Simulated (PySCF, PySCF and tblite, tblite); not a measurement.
# C₄H₂F₄O: telling isomers apart by computed NMR

Can the signals of one isomer of C₄H₂F₄O be assigned among several candidates?

Computed with tblite 0.8.0 (tight binding) and PySCF 2.14.0 (DFT, with response routines of our own); each step states its level. Atoms count from 0 throughout.

### 1 The molecule as given

11 atoms, charge 0, multiplicity 1; geometry from: MMFF94s geometry. This is the first candidate.

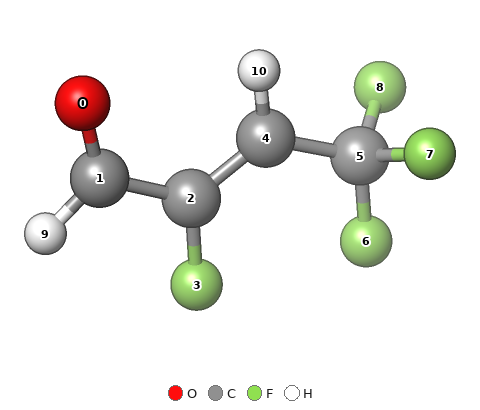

The starting geometry (oxygen red, carbon grey, fluorine green, hydrogen white), atoms numbered.

### 2 GFN2-xTB relaxation, isomer A, conformer 1

Job settings and geometry (Å):

```
{"job": {"xc": "GFN2-xTB", "basis": "xTB", "kind": "relax"}, "charge": 0, "multiplicity": 1}
O      2.482100    -0.348200     1.137600
C      2.128100     0.125300     0.048200
C      0.733200     0.215400    -0.371100
F      0.539900     0.766700    -1.602700
C     -0.293900    -0.197000     0.391200
C     -1.722600    -0.123500     0.003200
F     -1.930700     0.420000    -1.221300
F     -2.411900     0.627800     0.899000
F     -2.275800    -1.359000    -0.001000
H      2.860200     0.501700    -0.668400
H     -0.103200    -0.626600     1.359300
```

Started as:

```sh
$ OMP_NUM_THREADS=1 python ens_run.py task.json out
```

One launch serves the whole session.

The log of the run:

```text
step      E/eV     max force
  0    -884.92093    3.050
  1    -884.95643    3.818
  2    -885.03048    0.502
  3    -885.03536    0.187
  4    -885.03875    0.243
  5    -885.04071    0.215
  6    -885.04255    0.112
  7    -885.04384    0.130
  8    -885.04498    0.120
  9    -885.04559    0.073
 10    -885.04602    0.075
 11    -885.04629    0.056
 12    -885.04643    0.035
 13    -885.04643    0.035
 14    -885.04648    0.037
 15    -885.04658    0.035
 16    -885.04668    0.024
 17    -885.04673    0.021
 18    -885.04682    0.027
 19    -885.04687    0.025
 20    -885.04691    0.020
 21    -885.04694    0.017
 22    -885.04696    0.017
 23    -885.04699    0.017
 24    -885.04702    0.016
 25    -885.04705    0.013
 26    -885.04707    0.009
 27    -885.04708    0.010
 28    -885.04709    0.010
 29    -885.04710    0.010
 30    -885.04711    0.009
 31    -885.04712    0.009
 32    -885.04713    0.007
 33    -885.04714    0.007
 34    -885.04714    0.005
 35    -885.04714    0.004
 36    -885.04714    0.004
```

Wall time 0.38 s (1 thread of AMD EPYC, shared host).

The energy fell by 0.126 eV, and the atoms moved 0.03 Å (root mean square).

### 3 Shieldings, isomer A, conformer 1: mPW1PW91/pcSseg-1 in tetrahydrofuran

Job settings and geometry (Å):

```
{"job": {"xc": "mPW1PW91", "basis": "pcSseg-1", "solvent": "tetrahydrofuran", "kind": "nmr", "pop": true}, "charge": 0, "multiplicity": 1}
O      2.480338    -0.343682     1.128939
C      2.150988     0.114188     0.073591
C      0.737278     0.222467    -0.378887
F      0.598215     0.762897    -1.587116
C     -0.290177    -0.186759     0.363970
C     -1.743666    -0.121077    -0.000538
F     -1.990189     0.404702    -1.198237
F     -2.427203     0.608704     0.896420
F     -2.293180    -1.346712     0.010346
H      2.868064     0.502320    -0.669209
H     -0.085043    -0.614377     1.334757
```

The log of the run:

```text
coarse grid: 11016 points
cycle   1  E = -627.6503964562  dE =  1.663e+00  |g| = 1.201e+00  |ddm| = 3.094e+00
cycle   2  E = -627.1344713200  dE =  5.159e-01  |g| = 2.091e+00  |ddm| = 2.660e+00
cycle   3  E = -627.8910678362  dE = -7.566e-01  |g| = 2.514e-01  |ddm| = 2.069e+00
cycle   4  E = -627.9015697284  dE = -1.050e-02  |g| = 9.133e-02  |ddm| = 2.319e-01
cycle   5  E = -627.9028622939  dE = -1.293e-03  |g| = 1.767e-02  |ddm| = 7.221e-02
cycle   6  E = -627.9029146010  dE = -5.231e-05  |g| = 6.293e-03  |ddm| = 1.536e-02
cycle   7  E = -627.9029220693  dE = -7.468e-06  |g| = 2.390e-03  |ddm| = 5.731e-03
final grid: 113200 points
cycle   8  E = -627.9900760997  dE = -2.846e-05  |g| = 9.525e-03  |ddm| = 2.197e-02
cycle   9  E = -627.9900345366  dE =  4.156e-05  |g| = 1.781e-02  |ddm| = 2.104e-02
cycle  10  E = -627.9900933467  dE = -5.881e-05  |g| = 9.506e-04  |ddm| = 1.403e-02
cycle  11  E = -627.9900934978  dE = -1.511e-07  |g| = 3.320e-04  |ddm| = 8.551e-04
cycle  12  E = -627.9900935162  dE = -1.840e-08  |g| = 1.039e-04  |ddm| = 2.940e-04
cycle  13  E = -627.9900935184  dE = -2.199e-09  |g| = 3.149e-05  |ddm| = 9.150e-05
cycle  14  E = -627.9900935186  dE = -1.805e-10  |g| = 6.909e-06  |ddm| = 2.274e-05
converged SCF energy = -627.9900935186

GIAO shielding tensors (ppm)
atom      isotropic    diamagn.    paramagn.     s11        s22        s33       span
  0 O     -326.388     401.888    -728.275   -952.355   -419.858    393.050   1345.405
  1 C       -9.240     245.965    -255.205    -93.724    -22.542     88.545    182.269
  2 C       20.697     250.945    -230.247    -64.648     50.334     76.407    141.055
  3 F      296.918     474.754    -177.836    179.605    287.841    423.309    243.704
  4 C       74.457     261.575    -187.118     -9.780     81.326    151.826    161.606
  5 C       54.330     238.681    -184.351     50.194     54.701     58.096      7.901
  6 F      263.455     473.872    -210.417    182.584    264.099    343.683    161.098
  7 F      241.132     471.747    -230.615    158.628    232.406    332.361    173.732
  8 F      241.176     471.738    -230.562    158.681    232.444    332.402    173.721
  9 H       21.980      25.675      -3.695     20.409     21.308     24.223      3.814
 10 H       25.418      31.642      -6.224     22.865     24.922     28.469      5.604
```

It took 49 s on 1 thread of AMD EPYC, shared host.

Key values: HOMO -8.49 eV, LUMO -2.69 eV; dipole 1.74 D.

Orbitals, density, ELF and potential are computed afterwards from the orbital file.

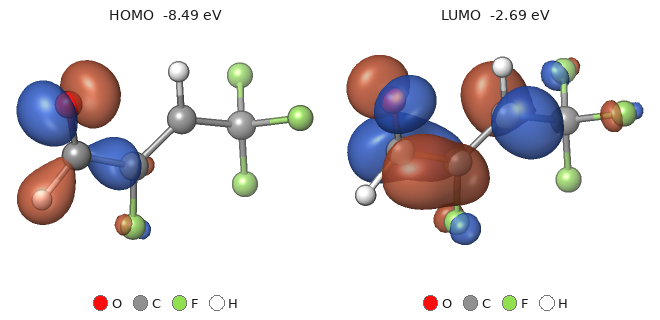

mPW1PW91/pcSseg-1 orbitals near the gap, drawn at the value that encloses 70 % of each; the two colours are the two signs.

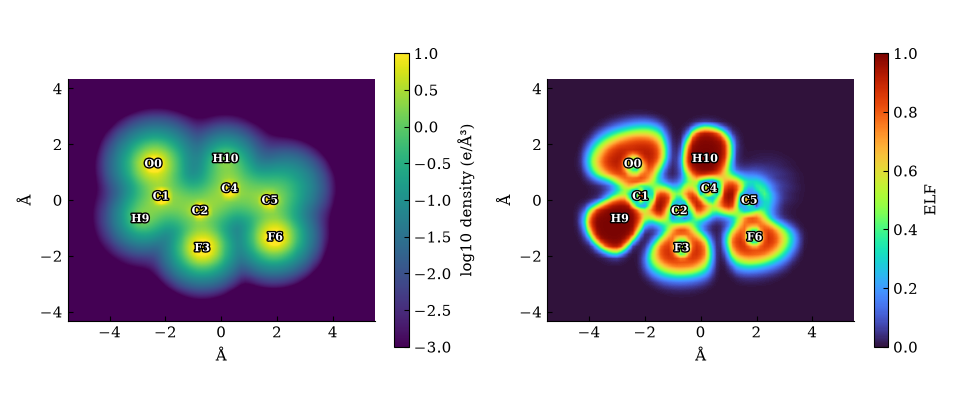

Density (left) and ELF (right) in a plane through or near 9 of the atoms.

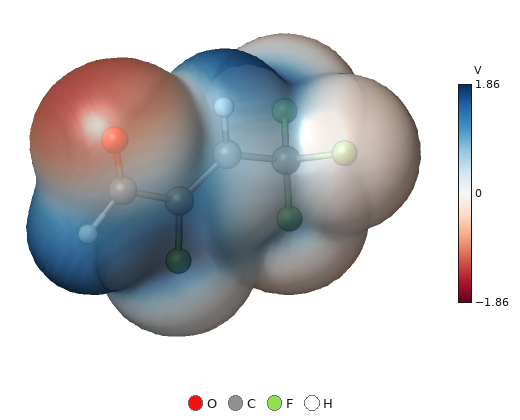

The potential that a unit positive charge feels on the 0.002 e/bohr³ surface, from the 1st to the 99th percentile, from -1.18 V near O0 to 1.86 V near H9.

### 4 Single-point energy, isomer A, conformer 1: B3LYP/def2-SVP in tetrahydrofuran

The job, as its differences from that of step 3:

```diff
@@ -1,2 +1,2 @@
-{"job": {"xc": "mPW1PW91", "basis": "pcSseg-1", "solvent": "tetrahydrofuran", "kind": "nmr", "pop": true}, "charge": 0, "multiplicity": 1}
+{"job": {"xc": "B3LYP", "basis": "def2-SVP", "solvent": "tetrahydrofuran", "kind": "sp"}, "charge": 0, "multiplicity": 1}
 O      2.480338    -0.343682     1.128939
```

The log of the run:

```text
coarse grid: 11016 points
cycle   1  E = -627.3359334852  dE =  1.582e+00  |g| = 1.256e+00  |ddm| = 3.781e+00
cycle   2  E = -626.6315650499  dE =  7.044e-01  |g| = 2.308e+00  |ddm| = 3.788e+00
cycle   3  E = -627.6050758519  dE = -9.735e-01  |g| = 2.910e-01  |ddm| = 2.932e+00
cycle   4  E = -627.6202365060  dE = -1.516e-02  |g| = 1.032e-01  |ddm| = 3.405e-01
cycle   5  E = -627.6220251525  dE = -1.789e-03  |g| = 1.982e-02  |ddm| = 9.808e-02
cycle   6  E = -627.6221045075  dE = -7.935e-05  |g| = 6.971e-03  |ddm| = 2.220e-02
cycle   7  E = -627.6221136146  dE = -9.107e-06  |g| = 2.775e-03  |ddm| = 8.052e-03
final grid: 113200 points
cycle   8  E = -627.7149221603  dE = -2.173e-05  |g| = 9.067e-03  |ddm| = 2.537e-02
cycle   9  E = -627.7148805817  dE =  4.158e-05  |g| = 1.693e-02  |ddm| = 2.384e-02
cycle  10  E = -627.7149382713  dE = -5.769e-05  |g| = 1.211e-03  |ddm| = 1.666e-02
cycle  11  E = -627.7149385271  dE = -2.558e-07  |g| = 2.108e-04  |ddm| = 1.278e-03
cycle  12  E = -627.7149385324  dE = -5.276e-09  |g| = 1.253e-04  |ddm| = 2.798e-04
cycle  13  E = -627.7149385361  dE = -3.674e-09  |g| = 2.252e-05  |ddm| = 1.252e-04
cycle  14  E = -627.7149385362  dE = -9.686e-11  |g| = 6.834e-06  |ddm| = 2.481e-05
converged SCF energy = -627.7149385362
```

It took 16 s on 1 thread of AMD EPYC, shared host.

In short: HOMO -7.96 eV, LUMO -2.67 eV; dipole 1.58 D.

### 5 The ensemble, isomer A: properties at mPW1PW91/pcSseg-1 in tetrahydrofuran

Job settings and geometry (Å):

```
{"job": {"study": "conf", "smiles": "O=C/C(F)=C/C(F)(F)F", "search": {"seed": 1503, "n_embed": 60, "ff_keep": 14, "window": 2.5, "nmax": 6, "temps": [250, 298.15, 350], "t_ref": 298.15, "order": 0.0005}, "level": {"nmr": {"xc": "mPW1PW91", "basis": "pcSseg-1", "solvent": "tetrahydrofuran"}, "sp": {"xc": "B3LYP", "basis": "def2-SVP", "solvent": "tetrahydrofuran"}}, "kind": "conf"}, "charge": 0, "multiplicity": 1}
O      2.480338    -0.343682     1.128939
C      2.150988     0.114188     0.073591
C      0.737278     0.222467    -0.378887
F      0.598215     0.762897    -1.587116
C     -0.290177    -0.186759     0.363970
C     -1.743666    -0.121077    -0.000538
F     -1.990189     0.404702    -1.198237
F     -2.427203     0.608704     0.896420
F     -2.293180    -1.346712     0.010346
H      2.868064     0.502320    -0.669209
H     -0.085043    -0.614377     1.334757
```

The log of the run:

```text
conformer  sym    E(xTB)   E(DFT)   G(298.15 K)  weight  dipole/D
    1     Cs      0.000    0.000    0.000   1.0000    1.584

mean shielding (ppm) by class
class atoms           250 K   298.15 K      350 K
  0 O  0           -326.388   -326.388   -326.388
  1 C  1              -9.24      -9.24      -9.24
  2 C  2             20.697     20.697     20.697
  3 F  3            296.918    296.918    296.918
  4 C  4             74.457     74.457     74.457
  5 C  5              54.33      54.33      54.33
  6 F  6,7,8        248.588    248.588    248.588
  7 H  9              21.98      21.98      21.98
  8 H  10            25.418     25.418     25.418
```

It took 67 s on 1 thread of AMD EPYC, shared host. This counts the runs that the step sums up.

The search (ETKDG and KDG, MMFF94s, GFN2-xTB) embedded 60 structures, kept 2 distinct ones after the force field and 2 after xTB; 1 was carried on (window 2.5 kcal/mol at the search's own energies). Energies: B3LYP/def2-SVP in tetrahydrofuran with D3(BJ).

The conformers at 298 K:

| no. | group | mirror pair | ΔE xTB | ΔE DFT | ΔG | weight (%) | μ (D) | O0–C1–C2–F3 (°) | A, B, C (GHz) |
| --- | --- | --- | --- | --- | --- | --- | --- | --- | --- |
| 1 | Cs | no | 0.00 | 0.00 | 0.00 | 100.0 | 1.58 | -180 | 2.94, 0.98, 0.84 |

Energies in kcal/mol. ΔG holds xTB vibrations and rotation, symmetry numbers and mirror pairs.

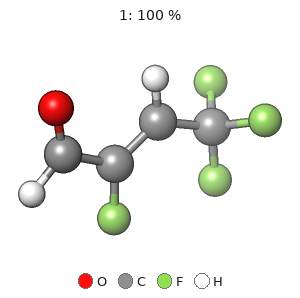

The one conformer.

Shifts against references run at the same level (¹³C TMS 186.8, ¹H TMS 31.74 ppm of shielding), by class of atoms, at 298 K:

| atoms | environment | average |
| --- | --- | --- |
| C1 | aldehyde carbonyl carbon | 196.1 |
| C2 | α carbon of a C=C–C=O unit | 166.1 |
| C5 | CF3 carbon | 132.5 |
| C4 | β carbon of a C=C–C=O unit | 112.4 |
| H9 | hydrogen on an aldehyde carbonyl carbon | 9.76 |
| H10 | hydrogen on a β carbon of a C=C–C=O unit | 6.33 |
| O0 | aldehyde oxygen | -326.4 (σ) |
| F6, F7, F8 | fluorine of a CF3 group | 248.6 (σ) |
| F3 | vinylic fluorine | 296.9 (σ) |

Effective distances for nuclear Overhauser effects, ⟨r⁻⁶⟩^(−1/6) over all pairs of two classes (Å): H9···H10 3.74.

### 6 GFN2-xTB relaxation, isomer B, conformer 1

Job settings and geometry (Å):

```
{"job": {"xc": "GFN2-xTB", "basis": "xTB", "kind": "relax"}, "charge": 0, "multiplicity": 1}
O     -0.757700    -1.648100     0.945500
C     -1.495900    -0.729400     0.563400
C     -0.991500     0.475700    -0.113000
F     -1.974500     1.364800    -0.448200
C      0.266500     0.755500    -0.419700
C      1.445600    -0.089800    -0.150500
F      2.575000     0.523800    -0.614200
F      1.651800    -0.286200     1.179300
F      1.393900    -1.293500    -0.765100
H     -2.586400    -0.757900     0.733600
H      0.478600     1.687800    -0.937100
```

The log of the run:

```text
step      E/eV     max force
  0    -884.88414    2.981
  1    -884.92539    3.949
  2    -885.00592    0.540
  3    -885.01089    0.215
  4    -885.01367    0.232
  5    -885.01511    0.206
  6    -885.01633    0.084
  7    -885.01734    0.118
  8    -885.01829    0.120
  9    -885.01888    0.069
 10    -885.01933    0.048
 11    -885.01969    0.061
 12    -885.01994    0.064
 13    -885.02005    0.032
 14    -885.02005    0.032
 15    -885.02008    0.033
 16    -885.02013    0.011
 17    -885.02014    0.010
 18    -885.02016    0.011
 19    -885.02016    0.011
 20    -885.02017    0.006
 21    -885.02017    0.004
```

Wall time 0.22 s (1 thread of AMD EPYC, shared host).

Relaxing gained 0.136 eV and moved the atoms by 0.03 Å on average (rms).

GFN2-xTB relaxation, isomer B, conformer 2:

Job settings and geometry (Å):

```
{"job": {"xc": "GFN2-xTB", "basis": "xTB", "kind": "relax"}, "charge": 0, "multiplicity": 1}
O     -2.782000    -0.845000    -0.126100
C     -1.579600    -0.703300    -0.071400
C     -0.908900     0.617400    -0.076900
F     -1.761200     1.678900    -0.181100
C      0.396600     0.839600    -0.007100
C      1.432000    -0.202200     0.086000
F      1.401100    -1.042500    -0.973000
F      2.685000     0.336500     0.141200
F      1.281600    -0.957300     1.203800
H     -0.911200    -1.581600     0.017600
H      0.752200     1.862100    -0.039000
```

The log of the run:

```text
step      E/eV     max force
  0    -884.88528    1.479
  1    -884.93274    1.856
  2    -884.95642    0.548
  3    -884.96329    0.262
  4    -884.96676    0.153
  5    -884.96776    0.089
  6    -884.96806    0.058
  7    -884.96831    0.049
  8    -884.96842    0.043
  9    -884.96849    0.020
 10    -884.96849    0.020
 11    -884.96851    0.017
 12    -884.96856    0.020
 13    -884.96857    0.023
 14    -884.96859    0.019
 15    -884.96864    0.016
 16    -884.96865    0.013
 17    -884.96867    0.018
 18    -884.96870    0.013
 19    -884.96870    0.009
 20    -884.96872    0.011
 21    -884.96873    0.017
 22    -884.96874    0.015
 23    -884.96875    0.008
 24    -884.96876    0.007
 25    -884.96876    0.010
 26    -884.96876    0.009
 27    -884.96877    0.005
 28    -884.96877    0.004
 29    -884.96877    0.005
 30    -884.96877    0.004
 31    -884.96877    0.002
```

It took 0.3 s on 1 thread of AMD EPYC, shared host.

Relaxing gained 0.083 eV and moved the atoms by 0.02 Å on average (rms).

### 7 Shieldings, isomer B, conformer 1: mPW1PW91/pcSseg-1 in tetrahydrofuran

Job settings and geometry (Å):

```
{"job": {"xc": "mPW1PW91", "basis": "pcSseg-1", "solvent": "tetrahydrofuran", "kind": "nmr", "pop": false}, "charge": 0, "multiplicity": 1}
O     -0.791881    -1.654604     0.953037
C     -1.481719    -0.752844     0.580772
C     -0.988010     0.467478    -0.113304
F     -1.967464     1.322987    -0.425279
C      0.264689     0.784143    -0.441390
C      1.456551    -0.082767    -0.151285
F      2.573496     0.506037    -0.604073
F      1.642359    -0.291164     1.155840
F      1.389799    -1.276474    -0.748621
H     -2.577508    -0.733004     0.716783
H      0.485113     1.712883    -0.948446
```

The log of the run:

```text
coarse grid: 11016 points
cycle   1  E = -627.6413752041  dE =  1.672e+00  |g| = 1.207e+00  |ddm| = 3.077e+00
cycle   2  E = -627.1181692752  dE =  5.232e-01  |g| = 2.110e+00  |ddm| = 2.253e+00
cycle   3  E = -627.8855467020  dE = -7.674e-01  |g| = 2.439e-01  |ddm| = 1.692e+00
cycle   4  E = -627.8951864571  dE = -9.640e-03  |g| = 9.607e-02  |ddm| = 2.079e-01
cycle   5  E = -627.8966336890  dE = -1.447e-03  |g| = 1.806e-02  |ddm| = 6.930e-02
cycle   6  E = -627.8966886279  dE = -5.494e-05  |g| = 6.846e-03  |ddm| = 1.613e-02
cycle   7  E = -627.8966973315  dE = -8.704e-06  |g| = 2.277e-03  |ddm| = 5.842e-03
final grid: 113200 points
cycle   8  E = -627.9847847632  dE = -3.241e-05  |g| = 9.237e-03  |ddm| = 2.378e-02
cycle   9  E = -627.9847457334  dE =  3.903e-05  |g| = 1.729e-02  |ddm| = 1.779e-02
cycle  10  E = -627.9848008428  dE = -5.511e-05  |g| = 8.955e-04  |ddm| = 1.175e-02
cycle  11  E = -627.9848009736  dE = -1.308e-07  |g| = 3.746e-04  |ddm| = 8.088e-04
cycle  12  E = -627.9848009976  dE = -2.405e-08  |g| = 1.066e-04  |ddm| = 3.178e-04
cycle  13  E = -627.9848009999  dE = -2.240e-09  |g| = 2.924e-05  |ddm| = 8.664e-05
cycle  14  E = -627.9848010000  dE = -1.530e-10  |g| = 8.744e-06  |ddm| = 2.249e-05
converged SCF energy = -627.9848010000

GIAO shielding tensors (ppm)
atom      isotropic    diamagn.    paramagn.     s11        s22        s33       span
  0 O     -355.642     403.619    -759.262  -1033.192   -430.306    396.571   1429.763
  1 C       -7.382     245.301    -252.684    -94.266    -14.046     86.165    180.431
  2 C       17.322     255.639    -238.316    -76.195     47.761     80.401    156.596
  3 F      289.647     474.862    -185.216    201.330    302.916    364.694    163.364
  4 C       66.538     257.479    -190.941    -12.320     74.735    137.201    149.521
  5 C       55.153     239.909    -184.756     48.707     57.053     59.697     10.990
  6 F      246.718     471.443    -224.725    179.005    218.808    342.341    163.336
  7 F      244.988     475.210    -230.223    169.450    228.611    336.901    167.451
  8 F      244.968     475.203    -230.235    169.301    228.813    336.789    167.488
  9 H       21.955      25.711      -3.756     20.069     22.040     23.756      3.686
 10 H       25.299      29.425      -4.126     22.327     24.801     28.769      6.442
```

Run time: 36 s. Hardware: 1 thread of AMD EPYC, shared host.

In short: HOMO -8.44 eV, LUMO -2.77 eV; dipole 3.54 D.

### 8 Single-point energy, isomer B, conformer 1: B3LYP/def2-SVP in tetrahydrofuran

The job, as its differences from that of step 7:

```diff
@@ -1,2 +1,2 @@
-{"job": {"xc": "mPW1PW91", "basis": "pcSseg-1", "solvent": "tetrahydrofuran", "kind": "nmr", "pop": false}, "charge": 0, "multiplicity": 1}
+{"job": {"xc": "B3LYP", "basis": "def2-SVP", "solvent": "tetrahydrofuran", "kind": "sp"}, "charge": 0, "multiplicity": 1}
 O     -0.791881    -1.654604     0.953037
```

The log of the run:

```text
coarse grid: 11016 points
cycle   1  E = -627.3263223371  dE =  1.591e+00  |g| = 1.262e+00  |ddm| = 3.804e+00
cycle   2  E = -626.6145108958  dE =  7.118e-01  |g| = 2.326e+00  |ddm| = 3.239e+00
cycle   3  E = -627.5994099493  dE = -9.849e-01  |g| = 2.825e-01  |ddm| = 2.370e+00
cycle   4  E = -627.6133706013  dE = -1.396e-02  |g| = 1.080e-01  |ddm| = 3.058e-01
cycle   5  E = -627.6153436605  dE = -1.973e-03  |g| = 2.054e-02  |ddm| = 9.591e-02
cycle   6  E = -627.6154286877  dE = -8.503e-05  |g| = 7.609e-03  |ddm| = 2.460e-02
cycle   7  E = -627.6154393665  dE = -1.068e-05  |g| = 2.662e-03  |ddm| = 8.104e-03
cycle   8  E = -627.6154408384  dE = -1.472e-06  |g| = 6.691e-04  |ddm| = 2.792e-03
final grid: 113200 points
cycle   9  E = -627.7094623915  dE = -3.169e-05  |g| = 6.273e-03  |ddm| = 2.613e-02
cycle  10  E = -627.7094474982  dE =  1.489e-05  |g| = 1.100e-02  |ddm| = 1.398e-02
cycle  11  E = -627.7094691934  dE = -2.170e-05  |g| = 1.352e-03  |ddm| = 9.337e-03
cycle  12  E = -627.7094695216  dE = -3.283e-07  |g| = 2.216e-04  |ddm| = 1.280e-03
cycle  13  E = -627.7094695287  dE = -7.045e-09  |g| = 9.372e-05  |ddm| = 2.430e-04
cycle  14  E = -627.7094695303  dE = -1.592e-09  |g| = 3.012e-05  |ddm| = 1.097e-04
cycle  15  E = -627.7094695305  dE = -1.969e-10  |g| = 9.135e-06  |ddm| = 3.331e-05
converged SCF energy = -627.7094695305
```

It took 18 s on 1 thread of AMD EPYC, shared host.

This run: HOMO -7.92 eV, LUMO -2.76 eV; dipole 3.31 D.

### 9 Shieldings, isomer B, conformer 2: mPW1PW91/pcSseg-1 in tetrahydrofuran

Job settings and geometry (Å):

```
{"job": {"xc": "mPW1PW91", "basis": "pcSseg-1", "solvent": "tetrahydrofuran", "kind": "nmr", "pop": false}, "charge": 0, "multiplicity": 1}
O     -2.776169    -0.849172    -0.128818
C     -1.590900    -0.710315    -0.064128
C     -0.920263     0.623195    -0.081428
F     -1.755358     1.654892    -0.172917
C      0.390454     0.867125    -0.016343
C      1.431037    -0.204414     0.088662
F      1.408425    -1.051602    -0.954441
F      2.657884     0.314460     0.138918
F      1.283299    -0.963092     1.188157
H     -0.890653    -1.557789     0.013871
H      0.767669     1.879382    -0.037498
```

The log of the run:

```text
coarse grid: 11016 points
cycle   1  E = -627.6383660714  dE =  1.672e+00  |g| = 1.216e+00  |ddm| = 3.074e+00
cycle   2  E = -627.0679082025  dE =  5.705e-01  |g| = 2.177e+00  |ddm| = 2.464e+00
cycle   3  E = -627.8867074909  dE = -8.188e-01  |g| = 2.468e-01  |ddm| = 1.898e+00
cycle   4  E = -627.8966700114  dE = -9.963e-03  |g| = 1.010e-01  |ddm| = 2.203e-01
cycle   5  E = -627.8983241615  dE = -1.654e-03  |g| = 1.669e-02  |ddm| = 7.431e-02
cycle   6  E = -627.8983728534  dE = -4.869e-05  |g| = 5.520e-03  |ddm| = 1.409e-02
cycle   7  E = -627.8983777857  dE = -4.932e-06  |g| = 1.893e-03  |ddm| = 4.554e-03
final grid: 113200 points
cycle   8  E = -627.9865528639  dE = -3.813e-05  |g| = 9.120e-03  |ddm| = 2.695e-02
cycle   9  E = -627.9865142077  dE =  3.866e-05  |g| = 1.726e-02  |ddm| = 1.811e-02
cycle  10  E = -627.9865681883  dE = -5.398e-05  |g| = 9.778e-04  |ddm| = 1.230e-02
cycle  11  E = -627.9865683373  dE = -1.490e-07  |g| = 3.469e-04  |ddm| = 7.843e-04
cycle  12  E = -627.9865683551  dE = -1.779e-08  |g| = 9.845e-05  |ddm| = 2.975e-04
cycle  13  E = -627.9865683569  dE = -1.865e-09  |g| = 3.473e-05  |ddm| = 9.014e-05
cycle  14  E = -627.9865683572  dE = -2.572e-10  |g| = 8.087e-06  |ddm| = 2.823e-05
converged SCF energy = -627.9865683572

GIAO shielding tensors (ppm)
atom      isotropic    diamagn.    paramagn.     s11        s22        s33       span
  0 O     -343.070     394.240    -737.310  -1028.387   -421.335    420.512   1448.899
  1 C       -3.759     250.559    -254.318    -95.801     -9.249     93.773    189.574
  2 C       15.114     251.293    -236.179    -85.075     47.711     82.707    167.782
  3 F      292.465     473.123    -180.658    200.435    264.087    412.874    212.439
  4 C       58.799     258.720    -199.921    -36.890     77.177    136.110    173.000
  5 C       54.023     240.462    -186.439     48.554     56.731     56.784      8.230
  6 F      230.140     475.365    -245.225    148.952    216.337    325.131    176.179
  7 F      251.472     470.718    -219.246    185.916    228.323    340.176    154.260
  8 F      230.242     475.386    -245.144    149.101    216.401    325.225    176.124
  9 H       21.707      29.203      -7.496     19.108     20.512     25.500      6.392
 10 H       24.549      29.023      -4.474     22.300     22.714     28.632      6.332
```

Run time: 38 s. Hardware: 1 thread of AMD EPYC, shared host.

In short: HOMO -8.48 eV, LUMO -2.71 eV; dipole 2.46 D.

[end of part 1 of 2]
